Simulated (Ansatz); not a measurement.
# NH2Cl (triplet): one geometry, many settings at distance Cl1–H2 along a hydrogen transfer = 1.746 Å

What do other methods and options give for NH2Cl (triplet) at this geometry, and how long do they take?

Computed with Ansatz 0.2.0, Gaussian basis. Level: the settings change from run to run.

10 further runs of the same task are left out: 9 that didn't finish, 1 set aside as unsound or not needed.

### 1 What is computed

The geometry derives from fragments relaxed apart (PBE0/def2-TZVP) and kept rigid, so it is no stationary point. A hydrogen atom is moved between rigid fragments.

4 atoms, charge 0, spin multiplicity 3.

Atoms are counted from 1 here; the program's logs count them from 0.

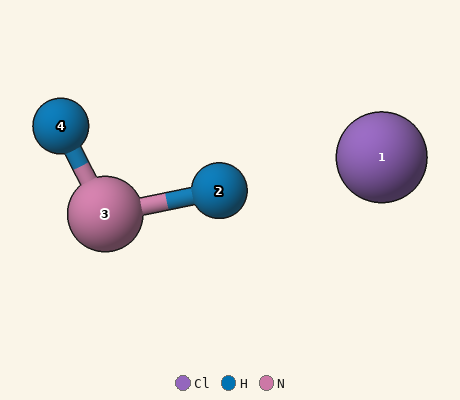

The structure; chlorine purple, hydrogen blue, nitrogen pink; atoms are numbered from 1 in the order of the file.

### 2 CCSD/cc-pVDZ

Contents of in.yaml:

```yaml
crystal:
  periodic: [false, false, false]
  atoms:
    - {symbol: Cl, position_ang: [-1.990270, 0.251057, 0.000000]}
    - {symbol: H, position_ang: [-0.244270, 0.251057, 0.000000]}
    - {symbol: N, position_ang: [0.982730, 0.251057, 0.000000]}
    - {symbol: H, position_ang: [1.251811, -0.753170, 0.000000]}
basis:
  gaussian: {orbitals: cc-pVDZ, point_charges: [{charge: -0.50, position_ang: [6.041, -0.805, 0.709]}]}
magnetization: {spin_polarized: true, initial_magnetization: 2}
hamiltonian: {xc: {name: r2SCAN}}
correlation: {method: ccsd, electrons: outside_noble_gas}
scf: {lower_state_search: light}
```

Started as:

```bash
$ ansatz run in.yaml --threads 1 --pin off --events-out ev --progress --plain --max-ram 2393MiB
```

The program printed, cut to the lines that bear on the results:

```text
Functional definition: r2SCAN
  name "r2SCAN"
  cite "Furness, Kaplan, Ning, Perdew & Sun, J. Phys. Chem. Lett. 11, 8208 (2020) doi:10.1021/acs.jpclett.0c02405"
  cite "Furness, Kaplan, Ning, Perdew & Sun, J. Phys. Chem. Lett. 11, 9248 (2020) doi:10.1021/acs.jpclett.0c03077"
  parent r2scan
[...]
420 factors; integrals over basis functions are off by at most 1.3e-3 eV
[...]
mean field -14040.29000652 eV, -515.9711408891 hartree, gradient 1.3e-6 eV, S^2 2.013307; 6 other end points of the search recorded, 0 dependent functions left out
6 core orbitals not correlated: weight in the atoms' cores, before any rotation towards them, 1.000 or more for the frozen orbitals, at most 0.000 for the correlated occupied ones
reference -14013.74925335 eV, -514.9957862002 hartree; 8, 6 occupied and 28, 30 virtual orbitals, 420 factors
second order -7.79580683 eV of doubles, -0.24885105 eV of singles
cycle   1  -8.35013306 eV  change   -8.4e-1 eV  update   5.7e-2
[...]
cycle  16  -8.68278094 eV  change   -9.4e-7 eV  update   5.4e-6
WARN: these amplitudes may be one of several solutions (largest doubles amplitude 0.07, level shift 2.67 eV)
Total energy: -14022.43203429 eV, -515.3148725142 hartree
```

It took 5.5 s on 1 thread of Arm Neoverse V2, shared host.

From the report: ⟨S²⟩ of the determinant 2.013 (pure triplet: 2.00); correlation -8.6828 eV; T1 0.020; largest double amplitude 0.07. The orbitals are Kohn-Sham ones, so correlation energy and T1 don't compare with those on Hartree-Fock orbitals. The report flags that the cluster equations may have other roots.

### 3 CASSCF(4,7)/cc-pVDZ

Contents of in.yaml:

```yaml
crystal:
  periodic: [false, false, false]
  atoms:
    - {symbol: Cl, position_ang: [-1.990270, 0.251057, 0.000000]}
    - {symbol: H, position_ang: [-0.244270, 0.251057, 0.000000]}
    - {symbol: N, position_ang: [0.982730, 0.251057, 0.000000]}
    - {symbol: H, position_ang: [1.251811, -0.753170, 0.000000]}
basis:
  gaussian: {orbitals: cc-pVDZ}
magnetization: {spin_polarized: false, initial_magnetization: 2}
correlation: {active_space: {window: {electrons: 4, orbitals: 7}}}
output: {forces: true}
```

Launched as before.

The program printed, cut to the lines that bear on the results:

```text
Functional definition: HF
  name "HF"
  cite "Fock, Z. Phys. 61, 126 (1930) doi:10.1007/BF01340294"
  parent pbe
[...]
420 factors; integrals over basis functions are off by at most 1.3e-3 eV
[...]
mean field -14013.57820383 eV, -514.9895002462 hartree, gradient 5.6e-6 eV, S^2 2.000000; 20 other end points of the search recorded, 0 dependent functions left out
reference -14013.57820383 eV, -514.9895002462 hartree; 14, 12 occupied and 28, 30 virtual orbitals, 420 factors
state -14014.87586132 eV, -515.0371882795 hartree
the orbitals are reached from a further start. From the first start the search ends at -14014.87022834 eV, -515.0369812714 hartree
[...]
Total energy: -14014.87586132 eV, -515.0371882795 hartree
Atom 0 at    -1.990270     0.251057     0.000000 Å, force     0.048612    -0.080892    -0.000000 eV/Å
Atom 1 at    -0.244270     0.251057     0.000000 Å, force     2.110198    -0.148048     0.000000 eV/Å
Atom 2 at     0.982730     0.251057     0.000000 Å, force    -1.573015    -0.388436     0.000000 eV/Å
Atom 3 at     1.251811    -0.753170     0.000000 Å, force    -0.585795     0.617376    -0.000000 eV/Å
Dipole moment:     0.144355    -0.328367    -0.000000 e Å
```

It took 9 s on 1 thread of Arm Neoverse V2, shared host.

From the report: 441 determinants; active occupations 1.95, 1.00, 1.00, 0.05, 0.00, 0.00, 0.00.

### 4 CCSDT(Q)/B on UHF/6-31G

Contents of in.yaml:

```yaml
crystal:
  periodic: [false, false, false]
  atoms:
    - {symbol: Cl, position_ang: [-1.990270, 0.251057, 0.000000]}
    - {symbol: H, position_ang: [-0.244270, 0.251057, 0.000000]}
    - {symbol: N, position_ang: [0.982730, 0.251057, 0.000000]}
    - {symbol: H, position_ang: [1.251811, -0.753170, 0.000000]}
basis:
  gaussian: {orbitals: 6-31G}
magnetization: {spin_polarized: true, initial_magnetization: 2}
correlation: {method: ccsdt_q_b, electrons: outside_noble_gas}
scf: {lower_state_search: off}
```

Launched as before.

The program printed, cut to the lines that bear on the results:

```text
Functional definition: HF
  name "HF"
  cite "Fock, Z. Phys. 61, 126 (1930) doi:10.1007/BF01340294"
  parent pbe
[...]
541 factors; integrals over basis functions are off by at most 7.2e-8 eV
[...]
mean field -14012.43862406 eV, -514.9476214623 hartree, gradient 2.8e-6 eV, S^2 2.086176; 0 other end points of the search recorded, 0 dependent functions left out
6 core orbitals not correlated: weight in the atoms' cores, before any rotation towards them, 1.000 or more for the frozen orbitals, at most 0.000 for the correlated occupied ones
reference -14012.43862406 eV, -514.9476214623 hartree; 8, 6 occupied and 12, 14 virtual orbitals, 541 factors
second order -3.24523258 eV of doubles, -0.00000000 eV of singles
cycle   1  -3.63208567 eV  change   -3.9e-1 eV  update   6.7e-2
[...]
cycle  23  -4.02293833 eV  change    7.7e-7 eV  update   1.6e-6
perturbative correction -0.00822262 eV, -0.0003021757 hartree
Total energy: -14016.46978501 eV, -515.0957638946 hartree
Checks for a lower state left out: stability, starts, cluster_reference, orbital_swaps, neighbouring_geometries, increment
```

Run time: 5.5 s. Hardware: 1 thread of Arm Neoverse V2, shared host.

From the report: ⟨S²⟩ of the determinant 2.086 (pure triplet: 2.00); correlation -4.0312 eV; T1 0.022; largest double amplitude 0.09.

### 5 CCSDTQ on ROHF/STO-3G

Contents of in.yaml:

```yaml
crystal:
  periodic: [false, false, false]
  atoms:
    - {symbol: Cl, position_ang: [-1.990270, 0.251057, 0.000000]}
    - {symbol: H, position_ang: [-0.244270, 0.251057, 0.000000]}
    - {symbol: N, position_ang: [0.982730, 0.251057, 0.000000]}
    - {symbol: H, position_ang: [1.251811, -0.753170, 0.000000]}
basis:
  gaussian: {orbitals: STO-3G, point_charges: [{charge: -0.50, position_ang: [4.661, -0.682, 0.455]}]}
magnetization: {spin_polarized: false, initial_magnetization: 2}
correlation: {method: ccsdtq, electrons: outside_noble_gas}
```

The command is unchanged.

The program printed, cut to the lines that bear on the results:

```text
Functional definition: HF
  name "HF"
  cite "Fock, Z. Phys. 61, 126 (1930) doi:10.1007/BF01340294"
  parent pbe
[...]
246 factors; integrals over basis functions are off by at most 4.3e-8 eV
[...]
mean field -13860.15911193 eV, -509.3514526103 hartree, gradient 1.3e-6 eV, S^2 2.000000; 18 other end points of the search recorded, 0 dependent functions left out
[...]
determinant -13860.15911193 eV, -509.3514526103 hartree, with singles and doubles -13862.19994043 eV, -509.4264516743 hartree
determinant -13860.15756734 eV, -509.3513958475 hartree, with singles and doubles -13862.18744728 eV, -509.4259925595 hartree
determinant -13859.34176255 eV, -509.3214155746 hartree, with singles and doubles -13860.90240032 eV, -509.3787679547 hartree
determinant -13859.33745226 eV, -509.3212571743 hartree, with singles and doubles -13860.89709483 eV, -509.3785729815 hartree
[...]
determinant -13860.15756734 eV, -509.3513958475 hartree, with singles and doubles -13862.19120669 eV, -509.4261307152 hartree
[...]
determinant -13860.15593141 eV, -509.3513357281 hartree, with singles and doubles -13862.19320250 eV, -509.4262040598 hartree
determinant -13860.15593141 eV, -509.3513357281 hartree, with singles and doubles -13862.19510480 eV, -509.4262739681 hartree
6 core orbitals not correlated: weight in the atoms' cores, before any rotation towards them, 1.000 or more for the frozen orbitals, at most 0.000 for the correlated occupied ones
reference -13860.15911193 eV, -509.3514526103 hartree; 8, 6 occupied and 2, 4 virtual orbitals, 246 factors
second order -1.21398277 eV of doubles, -0.18816045 eV of singles
cycle   1  -1.74611690 eV  change   -4.1e-1 eV  update   5.8e-2
[...]
cycle  24  -2.05634658 eV  change   -4.8e-7 eV  update   1.4e-6
WARN: these amplitudes may be one of several solutions (largest doubles amplitude 0.12, level shift 1.57 eV)
Total energy: -13862.21545851 eV, -509.4270219533 hartree
```

Run time: 14 s. Hardware: 1 thread of Arm Neoverse V2, shared host.

From the report: correlation -2.0563 eV; T1 0.028; largest double amplitude 0.12. The report flags that the cluster equations may have other roots.

### 6 CASSCF(2,10)/cc-pVDZ

Edit in.yaml of step 5 so:

```diff
@@ -8,4 +8,6 @@
 basis:
-  gaussian: {orbitals: STO-3G, point_charges: [{charge: -0.50, position_ang: [4.661, -0.682, 0.455]}]}
+  gaussian: {orbitals: cc-pVDZ, fitting: {mean_field: def2-universal-jkfit}}
 magnetization: {spin_polarized: false, initial_magnetization: 2}
-correlation: {method: ccsdtq, electrons: outside_noble_gas}
+correlation: {active_space: {window: {electrons: 2, orbitals: 10}, states: [{multiplicity: 3, weights: [0.5, 0.5, 1]}]}}
+accuracy: high
+output: {forces: true}
```

Same command.

The program printed, cut to the lines that bear on the results:

```text
Functional definition: HF
  name "HF"
  cite "Fock, Z. Phys. 61, 126 (1930) doi:10.1007/BF01340294"
  parent pbe
[...]
241 factors; integrals over basis functions are off by at most 2.3e-1 eV
[...]
mean field -14013.57709767 eV, -514.9894595958 hartree, gradient 2.5e-8 eV, S^2 2.000000; 18 other end points of the search recorded, 0 dependent functions left out
reference -14013.57709767 eV, -514.9894595958 hartree; 14, 12 occupied and 28, 30 virtual orbitals, 241 factors
state -14013.27866613 eV, -514.9784924389 hartree
state -14003.42764725 eV, -514.6164741723 hartree
state -14003.39473247 eV, -514.6152645763 hartree
an earlier search ended where averaged states of different weights were degenerate, so these states were given the mean of their weights and the orbitals were optimised with it; in the result, neighbours among these states lie up to 3.3e-2 eV apart
[...]
Total energy: -14005.87805893 eV, -514.7065251405 hartree
Atom 0 at    -1.990270     0.251057     0.000000 Å, force     2.525856    -0.131897    -0.000000 eV/Å
Atom 1 at    -0.244270     0.251057     0.000000 Å, force    -2.960569     0.531588    -0.000000 eV/Å
Atom 2 at     0.982730     0.251057     0.000000 Å, force    -1.076074     4.271927    -0.000000 eV/Å
Atom 3 at     1.251811    -0.753170     0.000000 Å, force     1.510787    -4.671618     0.000000 eV/Å
Dipole moment:    -0.017601     0.354586     0.000000 e Å
```

It took 6 s on 1 thread of Arm Neoverse V2, shared host.

From the report: 100 determinants; active occupations (of the averaged states) 0.75, 0.62, 0.62, 0.01, 0.00, 0.00, 0.00, 0.00, 0.00, 0.00.

### 7 BCCD(T) on UHF/cc-pVDZ

Contents of in.yaml:

```yaml
crystal:
  periodic: [false, false, false]
  atoms:
    - {symbol: Cl, position_ang: [-1.990270, 0.251057, 0.000000]}
    - {symbol: H, position_ang: [-0.244270, 0.251057, 0.000000]}
    - {symbol: N, position_ang: [0.982730, 0.251057, 0.000000]}
    - {symbol: H, position_ang: [1.251811, -0.753170, 0.000000]}
basis:
  gaussian: {orbitals: cc-pVDZ}
magnetization: {spin_polarized: true, initial_magnetization: 2}
correlation: {method: bccd_t, electrons: outside_noble_gas}
output: {forces: true}
```

Launched as before.

The program printed, cut to the lines that bear on the results:

```text
Functional definition: HF
  name "HF"
  cite "Fock, Z. Phys. 61, 126 (1930) doi:10.1007/BF01340294"
  parent pbe
[...]
420 factors; integrals over basis functions are off by at most 1.3e-3 eV
[...]
mean field -14014.13696100 eV, -515.0100341936 hartree, gradient 3.3e-6 eV, S^2 2.086189; 18 other end points of the search recorded, 0 dependent functions left out
determinant -14014.13696100 eV, -515.0100341936 hartree, with singles and doubles -14022.41784073 eV, -515.3143509107 hartree
determinant -14013.36377718 eV, -514.9816202123 hartree, with singles and doubles -14021.55300865 eV, -515.2825689180 hartree
determinant -14013.35310687 eV, -514.9812280854 hartree, with singles and doubles -14021.53758604 eV, -515.2820021475 hartree
determinant -14011.39738342 eV, -514.9093565743 hartree, with singles and doubles -14019.53846069 eV, -515.2085356457 hartree
[...]
6 core orbitals not correlated: weight in the atoms' cores, before any rotation towards them, 1.000 or more for the frozen orbitals, at most 0.000 for the correlated occupied ones
reference -14014.13696100 eV, -515.0100341936 hartree; 8, 6 occupied and 28, 30 virtual orbitals, 420 factors
second order -7.24036583 eV of doubles, -0.00000000 eV of singles
cycle   1  -8.26879237 eV  change    1.2e-2 eV  update   6.8e-3
[...]
cycle  18  -8.26828883 eV  change   -4.4e-8 eV  update   4.1e-7
perturbative correction -0.18761708 eV, -0.0068948003 hartree
[...]
Total energy: -14022.59286690 eV, -515.3207830039 hartree
Atom 0 at    -1.990270     0.251057     0.000000 Å, force     0.978864    -0.150826    -0.000000 eV/Å
Atom 1 at    -0.244270     0.251057     0.000000 Å, force     0.715354     0.175520    -0.000000 eV/Å
Atom 2 at     0.982730     0.251057     0.000000 Å, force    -1.558324     0.334213     0.000000 eV/Å
Atom 3 at     1.251811    -0.753170     0.000000 Å, force    -0.135894    -0.358907    -0.000000 eV/Å
Dipole moment:     0.368764    -0.298610    -0.000000 e Å
```

It took 13 s on 1 thread of Arm Neoverse V2, shared host.

From the report: ⟨S²⟩ of the determinant 2.086 (pure triplet: 2.00); correlation -8.4559 eV; largest double amplitude 0.07.

### 8 All runs side by side

Where basis and cores are those of an earlier UCCSDT(Q)/cc-pVDZ run (-14022.6351 eV), and the state is the same kind, the miss against it is given. † marks a result that the program doubts.

```csv
level,correlated,functions,energy (eV),from UCCSDT(Q) (meV),time
"CCSD/cc-pVDZ (beside a point charge, on r2SCAN orbitals) †",outside noble gas,42,-14022.4320,,5.5 s
"CASSCF(4,7)/cc-pVDZ",,42,-14014.8759,7759.2,9 s
CCSDT(Q)/B on UHF/6-31G,outside noble gas,26,-14016.4698,,5.5 s
CCSDTQ on ROHF/STO-3G (beside a point charge) †,outside noble gas,16,-13862.2155,,14 s
"CASSCF(2,10)/cc-pVDZ (mean of several states)",,42,-14005.8781,,6 s
BCCD(T) on UHF/cc-pVDZ,outside noble gas,42,-14022.5929,42.2,13 s
```

### 9 Results

| quantity | value |
| --- | --- |
| runs | 6 |
| quickest | CCSD/cc-pVDZ (beside a point charge, on r2SCAN orbitals) †, 5.5 s |
| slowest | CCSDTQ on ROHF/STO-3G (beside a point charge) †, 14 s |

**Reading.** Total energies in different bases, with other cores or another treatment of relativity can't be set against each other. CCSDTQ on ROHF/STO-3G (beside a point charge) † took 2 times as long as CCSD/cc-pVDZ (beside a point charge, on r2SCAN orbitals) †; the jobs differ in more than the method. Hartree-Fock, CASSCF and CASCI lack dynamic correlation by design.
